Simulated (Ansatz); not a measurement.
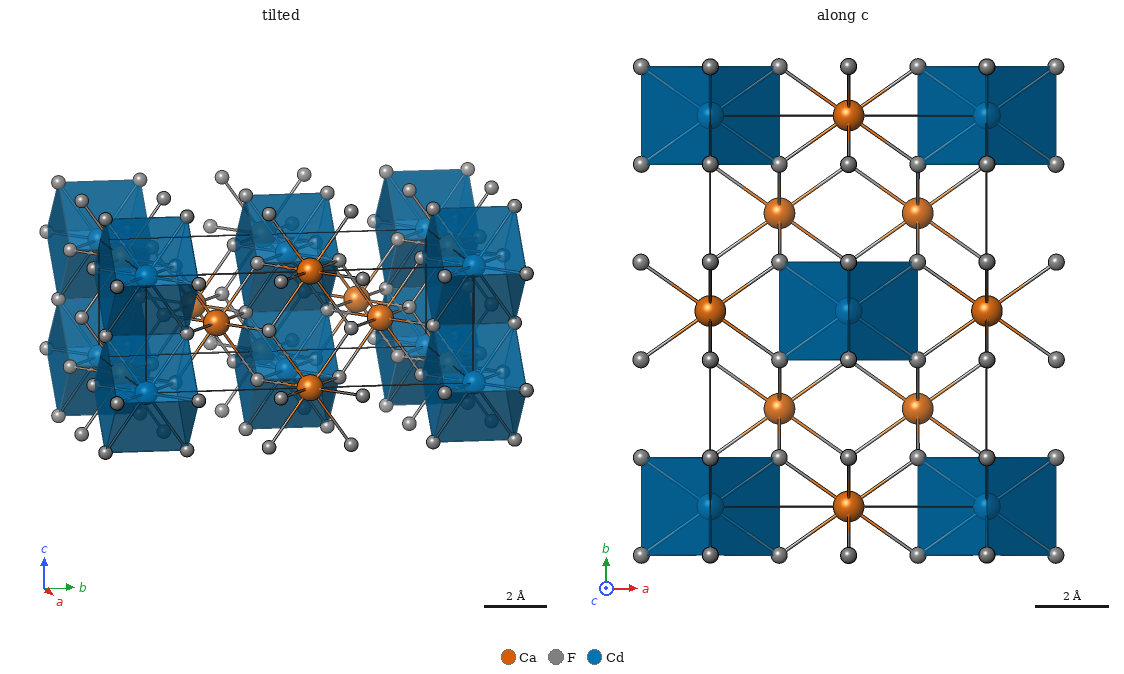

This polyhedral model is shown slightly off an axis and along the c axis. Thin lines show the conventional unit cell, with boundary atoms drawn in all their periodic places. Some atoms of the next cells are drawn as well.

Ca3CdF8, space group Cmmm (No. 65), a = 7.679 Å, b = 10.854 Å, c = 3.835 Å, α = 90.00°, β = 90.00°, γ = 90.00°. It goes back to a structure type filled with these elements by a generator (whether the compound takes this form wasn't checked). Earlier steps of the study, as a rule a relaxation of our own, may have changed the cell and positions, so they can lie some per cent off the listed ones. Ansatz was used for an electronic-structure calculation on it.

This one geometry was computed with Ansatz (DFT, plane waves, PAW) at five levels of theory: r2SCAN, PBE with spin-orbit coupling, PBE0, PBE and HSE06. It was relaxed beforehand with r2SCAN.

Which level gives the highest pressure at this volume, and what does that say about its equilibrium volume?

Highest: PBE with spin-orbit coupling (3.9 GPa) and PBE (3.9 GPa), which points to the largest equilibrium volume. Lowest, with the smallest volume: r2SCAN (0.0 GPa). Levels within 0.5 GPa of each other can't be told apart.

How does the band gap change with the level of theory?

PBE with spin-orbit coupling: a gap of 5.32 eV, indirect; PBE: a gap of 5.33 eV, indirect; r2SCAN: a gap of 6.02 eV, indirect; HSE06: a gap of 7.44 eV, indirect; PBE0: a gap of 8.21 eV, indirect.

Collect the results in a table.

| level | cutoff (eV) | k-mesh of the run's cell | gap (eV) | pressure (GPa) |
| --- | --- | --- | --- | --- |
| r2SCAN | 500 | 4×4×6 | 6.02 | 0.0 |
| PBE with spin-orbit coupling | 420 | 4×4×6 | 5.32 | 3.9 |
| PBE0 | 420 | 2×2×4 | 8.21 | 1.3 |
| PBE | 420 | 4×4×6 | 5.33 | 3.9 |
| HSE06 | 420 | 2×2×4 | 7.44 | 1.5 |

Gaps are taken on the k-mesh or band path of each run.
